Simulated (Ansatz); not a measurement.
# Si$_{4}$H$_{9}$Cl: molecular dynamics (part 3 of 3)

Continued. System: Si$_{4}$H$_{9}$Cl. Method: RKS PBE0/STO-3G (Ansatz 0.2.0). It belongs to a series of runs on one base structure; here: dynamics from the start.

Geometry of the input (Å):
```
Si 0.0097  -0.0571  -0.0888
Cl 0.0508  -0.3018  2.0276
Si 2.1609  0.0619  -0.7630
H  2.8815  -1.1394  -0.4173
H  2.1961  0.2141  -2.1988
H  2.8290  1.1956  -0.1711
Si -1.1200  1.8552  -0.4923
H  -2.4717  1.7763  0.0060
H  -0.4613  2.9851  0.1171
H  -1.1748  2.0774  -1.9182
Si -1.0475  -1.8681  -0.9248
H  -2.3964  -1.9621  -0.4201
H  -1.1086  -1.7559  -2.3637
H  -0.3383  -3.0811  -0.5950
```

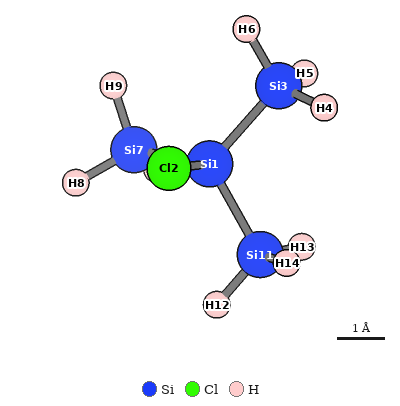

Figure 1. The geometry at step 78 of the log (ball-and-stick view, seen at a tilt; atoms are numbered from 1 in the order of the input).

### Trajectory as extended XYZ, continued
```
14
Properties=species:S:1:pos:R:3:forces:R:3 step=53 time_fs=26.5 energy=-43664.03028 temperature=246.2
Si   -0.0281   -0.0060   -0.1262   -0.5669  -0.1469   0.2651
Cl    0.1480   -0.2892    1.9895   -0.1951   0.1851  -0.0908
Si    2.1017    0.0329   -0.7738    1.1371   0.5981  -0.6634
H     2.8748   -1.1519   -0.5696   -0.2032  -0.5556   0.3303
H     2.1996    0.2290   -2.2050   -0.1854   0.2214   0.0725
H     2.8739    1.0755   -0.1216   -0.3349   0.0163  -0.1170
Si   -1.2743    1.8751   -0.5343    0.2301  -0.4524   0.4397
H    -2.4668    1.7896    0.3119    0.5269   0.3486  -0.1865
H    -0.4313    3.0444   -0.3226   -0.4434  -0.1628   0.1592
H    -1.7314    1.9104   -1.8992    0.0649  -0.1132  -0.1403
Si   -1.0294   -1.8898   -0.8603   -0.1016  -1.4118  -0.4920
H    -2.4522   -2.0115   -0.5657    0.3796   0.2320   0.0545
H    -0.8837   -2.0801   -2.2873   -0.1491   0.6080  -0.0993
H    -0.3810   -3.1346   -0.4439   -0.1590   0.6333   0.4680
14
Properties=species:S:1:pos:R:3:forces:R:3 step=56 time_fs=28.0 energy=-43664.01212 temperature=237.6
Si   -0.0347   -0.0047   -0.1356   -0.3980  -0.0584   0.5976
Cl    0.1497   -0.2877    1.9901   -0.2135   0.2009  -0.2635
Si    2.0992    0.0343   -0.7779    1.0601   1.0270  -0.2365
H     2.8475   -1.1585   -0.5667   -0.0711  -0.6367   0.2890
H     2.1792    0.2528   -2.1963   -0.1052   0.1745  -0.2031
H     2.8768    1.0922   -0.1230   -0.5115  -0.3012  -0.2469
Si   -1.2796    1.8706   -0.5373    0.0439   0.2843   0.8477
H    -2.4742    1.8338    0.3538    0.9522   0.2091  -0.6518
H    -0.4395    3.0755   -0.3215   -0.7140  -0.7439  -0.0344
H    -1.7363    1.8837   -1.9092    0.0487  -0.0667   0.0382
Si   -1.0274   -1.8872   -0.8551   -0.0958  -2.0933  -0.5993
H    -2.4640   -2.0078   -0.5780    0.6201   0.2416   0.0632
H    -0.8874   -2.0698   -2.2993   -0.0961   0.5315   0.3222
H    -0.3603   -3.1441   -0.3904   -0.5199   1.2313   0.0776
14
Properties=species:S:1:pos:R:3:forces:R:3 step=59 time_fs=29.5 energy=-43664.03444 temperature=225.4
Si   -0.0418   -0.0029   -0.1444   -0.2246  -0.0015   0.8813
Cl    0.1512   -0.2869    1.9899   -0.2314   0.2159  -0.4037
Si    2.0967    0.0363   -0.7819    0.9549   0.8759   0.0347
H     2.8212   -1.1802   -0.5615   -0.1296  -0.3659   0.1738
H     2.1546    0.2801   -2.1903   -0.0156   0.1146  -0.3938
H     2.8691    1.0991   -0.1264   -0.4848  -0.3748  -0.2293
Si   -1.2846    1.8666   -0.5395   -0.0407   0.6627   0.9948
H    -2.4639    1.8800    0.3847    1.0067   0.0390  -0.8544
H    -0.4579    3.0898   -0.3243   -0.7006  -0.9280  -0.1480
H    -1.7410    1.8584   -1.9150    0.0111  -0.0208   0.1399
Si   -1.0255   -1.8860   -0.8503   -0.0505  -2.1403  -0.6576
H    -2.4616   -2.0008   -0.5868    0.5438   0.2173   0.1175
H    -0.8926   -2.0510   -2.3031   -0.0274   0.4034   0.5005
H    -0.3503   -3.1287   -0.3393   -0.6112   1.3023  -0.1558
14
Properties=species:S:1:pos:R:3:forces:R:3 step=62 time_fs=31.0 energy=-43664.14281 temperature=279.1
Si   -0.0490   -0.0007   -0.1520   -0.0611   0.0203   1.0921
Cl    0.1527   -0.2866    1.9890   -0.2480   0.2286  -0.5078
Si    2.0948    0.0382   -0.7849    0.6702   0.3532  -0.0934
H     2.7934   -1.2077   -0.5524   -0.2307   0.0176   0.0313
H     2.1297    0.3074   -2.1921    0.0667   0.0110  -0.3333
H     2.8531    1.0932   -0.1360   -0.2354  -0.1442  -0.0300
Si   -1.2889    1.8642   -0.5411   -0.0149   0.5409   0.7239
H    -2.4329    1.9267    0.3956    0.6131  -0.1246  -0.6805
H    -0.4896    3.0838   -0.3275   -0.3678  -0.6362  -0.1967
H    -1.7502    1.8327   -1.9176   -0.0048   0.0345   0.2263
Si   -1.0240   -1.8871   -0.8460   -0.0979  -1.4209  -0.6631
H    -2.4500   -1.9801   -0.5912    0.2376   0.1397   0.1967
H    -0.9000   -2.0262   -2.2951    0.0611   0.2222   0.3715
H    -0.3550   -3.0830   -0.2942   -0.3881   0.7578  -0.1373
14
Properties=species:S:1:pos:R:3:forces:R:3 step=66 time_fs=33.0 energy=-43664.14592 temperature=255.6
Si   -0.0575    0.0022   -0.1611    0.1011   0.0431   1.3042
Cl    0.1549   -0.2852    1.9874   -0.2634   0.2415  -0.6130
Si    2.0922    0.0411   -0.7891    0.1478  -0.4015  -0.5819
H     2.7505   -1.2437   -0.5377   -0.3011   0.4882  -0.1489
H     2.0998    0.3415   -2.2040    0.1704  -0.1675  -0.0050
H     2.8269    1.0817   -0.1480    0.1960   0.2985   0.3058
Si   -1.2942    1.8620   -0.5413    0.1323  -0.2350  -0.0522
H    -2.3788    1.9816    0.3920   -0.3192  -0.2544  -0.0391
H    -0.5377    3.0562   -0.3404    0.3958   0.2912  -0.1585
H    -1.7652    1.8050   -1.9142   -0.0392   0.0861   0.2559
Si   -1.0229   -1.8901   -0.8402   -0.3357   0.3134  -0.8346
H    -2.4271   -1.9488   -0.5926   -0.3929   0.0314   0.3171
H    -0.9073   -1.9851   -2.2751    0.1835  -0.0627  -0.0431
H    -0.3751   -2.9936   -0.2389    0.3246  -0.6724   0.2934
14
Properties=species:S:1:pos:R:3:forces:R:3 step=69 time_fs=34.5 energy=-43664.01895 temperature=179.7
Si   -0.0634    0.0046   -0.1662    0.2050   0.0417   1.4006
Cl    0.1565   -0.2844    1.9853   -0.2704   0.2512  -0.6526
Si    2.0899    0.0434   -0.7928   -0.1082  -0.5863  -0.7725
H     2.7198   -1.2625   -0.5305   -0.2826   0.7008  -0.2425
H     2.0814    0.3647   -2.2122    0.2373  -0.2808   0.1985
H     2.8127    1.0833   -0.1497    0.3283   0.3738   0.3899
Si   -1.2974    1.8606   -0.5408    0.2938  -0.6854  -0.5516
H    -2.3456    2.0146    0.3898   -0.9182  -0.2795   0.4347
H    -0.5590    3.0422   -0.3536    0.8108   0.8109  -0.1497
H    -1.7823    1.7911   -1.9072   -0.0566   0.1041   0.2377
Si   -1.0227   -1.8924   -0.8357   -0.6335   1.2899  -0.8337
H    -2.4203   -1.9263   -0.5844   -0.5741  -0.0281   0.3277
H    -0.9087   -1.9522   -2.2602    0.2463  -0.2680  -0.3534
H    -0.3829   -2.9390   -0.1926    0.7221  -1.4443   0.5670
14
Properties=species:S:1:pos:R:3:forces:R:3 step=72 time_fs=36.0 energy=-43663.98407 temperature=169.0
Si   -0.0695    0.0072   -0.1689    0.3153   0.0059   1.4250
Cl    0.1578   -0.2837    1.9827   -0.2729   0.2593  -0.6531
Si    2.0873    0.0449   -0.7967   -0.2553  -0.1715  -0.5635
H     2.6834   -1.2680   -0.5305   -0.1137   0.5900  -0.2472
H     2.0697    0.3804   -2.2117    0.2851  -0.3143   0.1618
H     2.8048    1.0953   -0.1396    0.2155   0.0956   0.2411
Si   -1.3000    1.8587   -0.5396    0.2240  -0.6067  -0.4700
H    -2.3366    2.0401    0.3980   -0.9418  -0.3155   0.4720
H    -0.5638    3.0415   -0.3682    0.8790   0.8554  -0.1863
H    -1.8034    1.7822   -1.8943   -0.0797   0.1005   0.1306
Si   -1.0228   -1.8944   -0.8316   -0.8546   1.4313  -0.4380
H    -2.4286   -1.9050   -0.5711   -0.3131  -0.0814   0.2309
H    -0.9008   -1.9261   -2.2498    0.2645  -0.4341  -0.5238
H    -0.3776   -2.9091   -0.1358    0.6478  -1.4145   0.4206
14
Properties=species:S:1:pos:R:3:forces:R:3 step=75 time_fs=37.5 energy=-43664.02038 temperature=193.1
Si   -0.0750    0.0103   -0.1695    0.4173  -0.0486   1.3898
Cl    0.1590   -0.2823    1.9803   -0.2723   0.2649  -0.6305
Si    2.0847    0.0462   -0.8006   -0.3987   0.5652  -0.0699
H     2.6445   -1.2619   -0.5392    0.1672   0.1844  -0.1573
H     2.0651    0.3840   -2.2022    0.3050  -0.2453  -0.1476
H     2.7999    1.1125   -0.1252    0.0169  -0.3134  -0.0030
Si   -1.3019    1.8565   -0.5393    0.0048  -0.0068   0.2662
H    -2.3506    2.0579    0.4151   -0.4300  -0.3916   0.0766
H    -0.5549    3.0544   -0.3878    0.6165   0.4479  -0.2414
H    -1.8245    1.7746   -1.8740   -0.1629   0.0743  -0.1707
Si   -1.0241   -1.8952   -0.8282   -0.6678   0.7526   0.2293
H    -2.4448   -1.8857   -0.5573    0.1134  -0.1400   0.0910
H    -0.8875   -1.9103   -2.2515    0.2313  -0.5488  -0.3537
H    -0.3569   -2.9055   -0.0660    0.0592  -0.5947  -0.2788
14
Properties=species:S:1:pos:R:3:forces:R:3 step=78 time_fs=39.0 energy=-43663.97111 temperature=170.1
Si   -0.0807    0.0137   -0.1693    0.5340  -0.1237   1.3386
Cl    0.1597   -0.2806    1.9786   -0.2704   0.2715  -0.6121
Si    2.0819    0.0480   -0.8043   -0.6230   1.2174   0.2957
H     2.6071   -1.2524   -0.5537    0.4550  -0.3304  -0.0308
H     2.0684    0.3832   -2.1951    0.3028  -0.1492  -0.4298
H     2.7944    1.1199   -0.1089   -0.0877  -0.5607  -0.1700
Si   -1.3036    1.8540   -0.5392   -0.2391   0.7546   1.0670
H    -2.3786    2.0659    0.4308    0.2339  -0.4506  -0.3990
H    -0.5365    3.0717   -0.4156    0.2094  -0.1140  -0.2597
H    -1.8487    1.7645   -1.8520   -0.2414   0.0387  -0.4920
Si   -1.0264   -1.8948   -0.8247   -0.3576   0.0223   0.6393
H    -2.4603   -1.8716   -0.5444    0.4708  -0.1893  -0.0459
H    -0.8679   -1.9076   -2.2627    0.1390  -0.5997   0.0894
H    -0.3353   -2.9137   -0.0028   -0.5255   0.2130  -0.9906
14
Properties=species:S:1:pos:R:3:forces:R:3 step=81 time_fs=40.5 energy=-43663.90086 temperature=124.4
Si   -0.0865    0.0171   -0.1678    0.6548  -0.1983   1.2548
Cl    0.1598   -0.2793    1.9772   -0.2686   0.2758  -0.5840
Si    2.0780    0.0505   -0.8078   -0.8316   1.5210   0.3037
H     2.5808   -1.2466   -0.5715    0.6251  -0.6864   0.0682
H     2.0747    0.3805   -2.1985    0.2868  -0.0888  -0.4435
H     2.7887    1.1136   -0.0953   -0.0735  -0.5798  -0.2183
Si   -1.3055    1.8522   -0.5379   -0.3031   1.3667   1.2626
H    -2.4002    2.0619    0.4355    0.6054  -0.4201  -0.5875
H    -0.5165    3.0891   -0.4512   -0.1898  -0.6294  -0.2120
H    -1.8756    1.7555   -1.8380   -0.2174   0.0046  -0.5542
Si   -1.0286   -1.8944   -0.8206   -0.1179  -0.3522   0.6496
H    -2.4665   -1.8641   -0.5288    0.6011  -0.2147  -0.1479
H    -0.8484   -1.9216   -2.2747    0.0249  -0.5851   0.5550
H    -0.3269   -2.9154    0.0396   -0.7959   0.5868  -1.3466
14
Properties=species:S:1:pos:R:3:forces:R:3 step=84 time_fs=42.0 energy=-43663.93692 temperature=158.3
Si   -0.0917    0.0201   -0.1661    0.7528  -0.2494   1.1467
Cl    0.1602   -0.2777    1.9754   -0.2646   0.2760  -0.5485
Si    2.0735    0.0544   -0.8110   -0.9459   1.1444  -0.0352
H     2.5701   -1.2502   -0.5864    0.5832  -0.6155   0.0934
H     2.0905    0.3742   -2.2122    0.2448  -0.0616  -0.2030
H     2.7810    1.0922   -0.0860    0.0985  -0.3098  -0.0954
Si   -1.3090    1.8506   -0.5361   -0.2969   1.6063   0.8550
H    -2.4112    2.0489    0.4280    0.6491  -0.3170  -0.4898
H    -0.5023    3.0958   -0.4888   -0.4374  -0.8891  -0.1189
H    -1.9034    1.7437   -1.8346   -0.0751  -0.0062  -0.3418
Si   -1.0300   -1.8937   -0.8157   -0.0018  -0.3877   0.4279
H    -2.4632   -1.8603   -0.5194    0.5033  -0.2186  -0.1851
H    -0.8285   -1.9553   -2.2749   -0.0628  -0.5006   0.7735
H    -0.3356   -2.9059    0.0526   -0.7471   0.5287  -1.2787
14
Properties=species:S:1:pos:R:3:forces:R:3 step=88 time_fs=44.0 energy=-43664.06964 temperature=239.7
Si   -0.0972    0.0236   -0.1641    0.8201  -0.2897   0.9796
Cl    0.1600   -0.2756    1.9725   -0.2545   0.2740  -0.4968
Si    2.0673    0.0609   -0.8162   -0.8672  -0.1819  -0.6570
H     2.5752   -1.2726   -0.6011    0.2358   0.1162   0.0142
H     2.1192    0.3635   -2.2382    0.1632  -0.0340   0.2753
H     2.7734    1.0498   -0.0731    0.4303   0.2463   0.1923
Si   -1.3160    1.8495   -0.5317   -0.1797   1.2794  -0.4293
H    -2.4055    2.0195    0.4074    0.2081  -0.0760   0.0464
H    -0.4959    3.0810   -0.5460   -0.4724  -0.7532   0.0594
H    -1.9431    1.7288   -1.8416    0.2385  -0.0003   0.2348
Si   -1.0318   -1.8932   -0.8086    0.0634   0.0723  -0.0135
H    -2.4461   -1.8635   -0.5171    0.0164  -0.1963  -0.1335
H    -0.8008   -2.0202   -2.2480   -0.1157  -0.3386   0.5261
H    -0.3616   -2.8789    0.0301   -0.2860  -0.1182  -0.5981
14
Properties=species:S:1:pos:R:3:forces:R:3 step=91 time_fs=45.5 energy=-43664.07134 temperature=232.5
Si   -0.1006    0.0262   -0.1625    0.8336  -0.3268   0.8593
Cl    0.1601   -0.2749    1.9705   -0.2463   0.2732  -0.4661
Si    2.0620    0.0652   -0.8213   -0.6930  -0.9146  -0.9988
H     2.5881   -1.2816   -0.6141   -0.0064   0.4935  -0.0153
H     2.1473    0.3548   -2.2548    0.0731   0.0134   0.5433
H     2.7751    1.0176   -0.0611    0.5833   0.5539   0.3425
Si   -1.3221    1.8492   -0.5281   -0.0449   0.6672  -1.3930
H    -2.3955    1.9995    0.3878   -0.3414   0.1070   0.6126
H    -0.5048    3.0545   -0.5873   -0.2278  -0.2803   0.1789
H    -1.9652    1.7216   -1.8447    0.3920  -0.0188   0.5190
Si   -1.0327   -1.8930   -0.8045   -0.0378   0.7002  -0.3002
H    -2.4309   -1.8734   -0.5173   -0.4339  -0.1581  -0.0864
H    -0.7771   -2.0766   -2.2131   -0.1103  -0.2344   0.0209
H    -0.3879   -2.8567    0.0030    0.2599  -0.8754   0.1833
14
Properties=species:S:1:pos:R:3:forces:R:3 step=94 time_fs=47.0 energy=-43664.02050 temperature=230.2
Si   -0.1035    0.0288   -0.1607    0.8361  -0.3670   0.7511
Cl    0.1603   -0.2740    1.9681   -0.2368   0.2691  -0.4302
Si    2.0559    0.0687   -0.8273   -0.2967  -1.1159  -0.9426
H     2.6069   -1.2789   -0.6297   -0.1952   0.6327  -0.0154
H     2.1767    0.3505   -2.2621   -0.0252   0.0835   0.6034
H     2.7884    0.9943   -0.0458    0.4793   0.5497   0.2623
Si   -1.3281    1.8485   -0.5254   -0.0992  -0.0529  -1.7565
H    -2.3871    1.9859    0.3840   -0.6846   0.2203   0.9474
H    -0.5227    3.0243   -0.6215    0.1800   0.3776   0.2295
H    -1.9761    1.7103   -1.8367    0.3609  -0.0493   0.4945
Si   -1.0336   -1.8924   -0.8010   -0.1658   1.0700  -0.3836
H    -2.4232   -1.8901   -0.5193   -0.7129  -0.1024  -0.0756
H    -0.7538   -2.1409   -2.1773   -0.0873  -0.1381  -0.4636
H    -0.4122   -2.8484   -0.0133    0.6473  -1.3773   0.7792
14
Properties=species:S:1:pos:R:3:forces:R:3 step=97 time_fs=48.5 energy=-43664.02193 temperature=227.2
Si   -0.1054    0.0311   -0.1580    0.8094  -0.3909   0.6322
Cl    0.1599   -0.2736    1.9659   -0.2225   0.2624  -0.3795
Si    2.0493    0.0708   -0.8340    0.2033  -0.8476  -0.4699
H     2.6229   -1.2649   -0.6446   -0.2797   0.5002   0.0165
H     2.2065    0.3473   -2.2577   -0.1108   0.1847   0.4008
H     2.8084    0.9799   -0.0286    0.1706   0.3136  -0.0078
Si   -1.3348    1.8474   -0.5229   -0.4257  -0.5957  -1.3827
H    -2.3859    1.9759    0.4053   -0.5532   0.2502   0.8135
H    -0.5413    3.0008   -0.6504    0.5476   0.9425   0.2379
H    -1.9778    1.6971   -1.8209    0.1696  -0.0961   0.2450
Si   -1.0354   -1.8910   -0.7976   -0.1518   0.7675  -0.2011
H    -2.4287   -1.9095   -0.5283   -0.6785  -0.0417  -0.1050
H    -0.7314   -2.2098   -2.1483   -0.0909  -0.0060  -0.6763
H    -0.4264   -2.8611   -0.0139    0.6125  -1.2431   0.8763
14
Properties=species:S:1:pos:R:3:forces:R:3 step=100 time_fs=50.0 energy=-43664.06543 temperature=253.3
Si   -0.1060    0.0327   -0.1538    0.7628  -0.4026   0.4907
Cl    0.1593   -0.2733    1.9631   -0.2008   0.2514  -0.2905
Si    2.0433    0.0720   -0.8408    0.6260  -0.1992   0.2427
H     2.6342   -1.2384   -0.6588   -0.2182   0.0536   0.0872
H     2.2329    0.3447   -2.2456   -0.1613   0.3134   0.0127
H     2.8301    0.9726   -0.0091   -0.2339  -0.0150  -0.3747
Si   -1.3415    1.8451   -0.5216   -0.7033  -0.5482  -0.4999
H    -2.3951    1.9721    0.4412   -0.0425   0.2095   0.3019
H    -0.5500    2.9956   -0.6725    0.5687   0.9822   0.2555
H    -1.9767    1.6818   -1.8015   -0.0961  -0.1495  -0.1467
Si   -1.0375   -1.8891   -0.7942   -0.1260  -0.3549   0.2544
H    -2.4525   -1.9287   -0.5416   -0.1670   0.0339  -0.1906
H    -0.7127   -2.2783   -2.1298   -0.1461   0.2043  -0.5440
H    -0.4304   -2.9015    0.0019    0.1377  -0.3789   0.4011
```
